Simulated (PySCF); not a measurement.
Molecule: SMILES [OH][GaH2], singlet. Atoms near the plane z = 0.0 Å, at the CAM-B3LYP/def2-SVP optimised geometry (x, y, z in Å): Ga1 (0.1, 0.2, 0.0), H2 (1.6, 0.2, 0.0), H3 (-0.9, 1.5, 0.0), O4 (-0.6, -1.4, 0.0), H5 (-1.6, -1.5, 0.0).

Level of theory: CAM-B3LYP/def2-TZVP run with PySCF. Cells within 0.4 Å of a nucleus heavier than hydrogen are left out (blank, or x). The values are rescaled to run from 0 to 1.

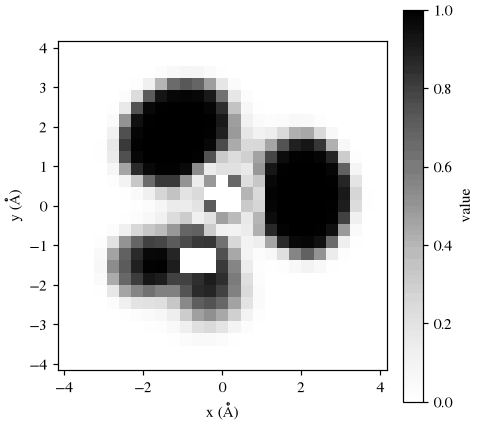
Figure. a field on the plane z = 0.0 Å.

**Question.** Which quantity is mapped?
A. deformation density (molecule minus spherical neutral atoms)
B. an orbital amplitude
C. Laplacian of the electron density
D. electron localisation function

**Answer.** D, electron localisation function
